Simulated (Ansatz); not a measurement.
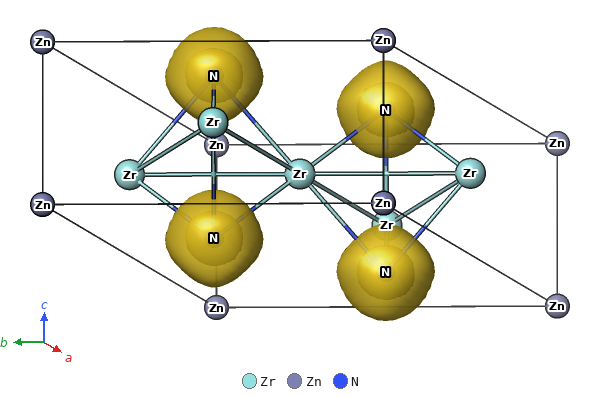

Figure 1: Zr₃ZnN₂. Isosurface of the ELF at 0.75 (yellow), seen at an oblique angle. Only the valence region is drawn (cores and ρ < 0.01 e/Å³ removed). Sticks mark near contacts.

Space group P6/mmm; a structure generated by program, which may or may not match a known phase.

These are results of DFT PBE, scalar-relativistic, plane waves, PAW in Ansatz 0.2.0, not measurements.

Core electrons are frozen (PAW), and the valence fields are smoothed inside the atomic spheres.

**Identify the bonds, lone pairs and shells in this picture.**

At this value the surface marks out two regions wrapped around N (the valence shell of each), counted in one cell of 6 atoms. Any copies at cell faces, edges or corners count once.

Values along the shortest contacts:
Zr–N (2.30 Å): the ELF peaks at about 0.80 in the valence shell of N, 0.7 Å from its nucleus, and drops to about 0.15 between the two atoms (no localised pair shows between them). Zr–Zr (2.98 Å): the ELF is about 0.20 at the midpoint; no localised pair shows between them.
